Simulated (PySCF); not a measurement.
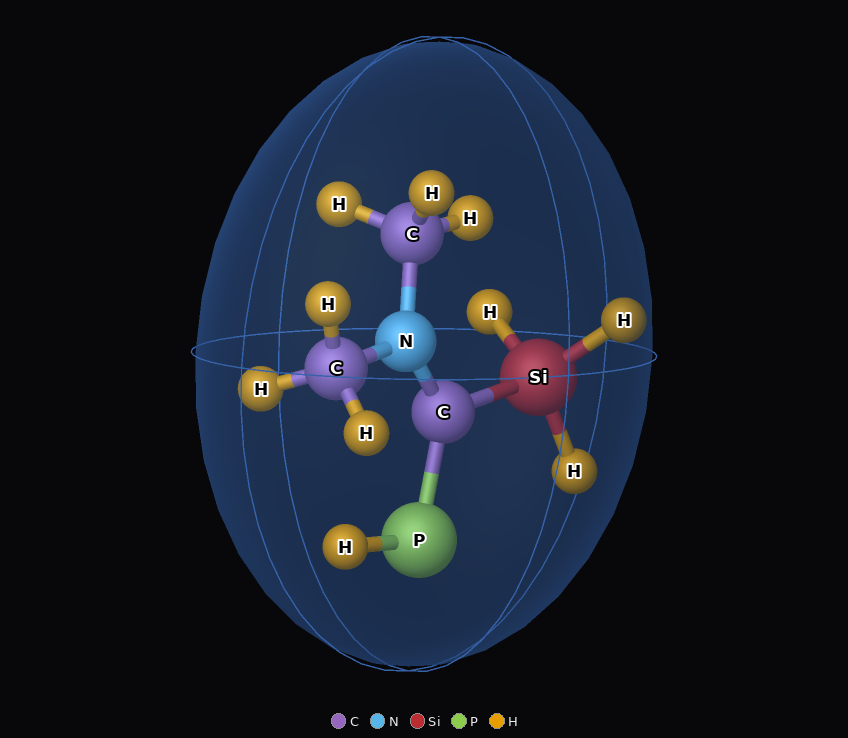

The ellipsoid shows the static dipole polarisability: its half-axes are proportional to the principal values. Computed geometry: GFN2-xTB optimisation. No frequency run is at hand to confirm it as a minimum. Method: ωB97X-D/def2-SVPD (PySCF 2.14.0).

**How large and how anisotropic is the polarisability?**

Principal values 76.4, 108.6, 126.0 bohr³; mean 103.7 bohr³ (15.37 Å³); anisotropy 43.6 bohr³, so the longest axis is 1.65 times the shortest.

The geometry is semi-empirical. Around P, Si such bond lengths and angles can be off by a tenth of an ångström or more and by several degrees, and values that hang on the shape move with them.
